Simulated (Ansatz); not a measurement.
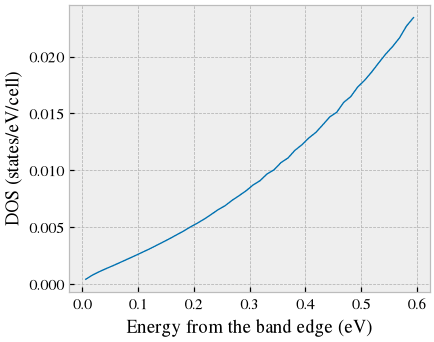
Fig. 1. Density of states of CdTe (F-43m) above the conduction band minimum, PBE with spin-orbit coupling, rigid bands (Ansatz, a quantum-chemistry and plane-wave program); cell volume 68.3 Å³.

Task: What effective density of states at 300 K does this give (∫ g(E) exp(−E/k_BT) dE, both spins, divided by the cell's size)?

Result: 3.5e17 cm⁻³, a density-of-states mass of 0.058 mₑ, valleys and band degeneracy included.

Geometry: cell and atoms relaxed with PBEsol.
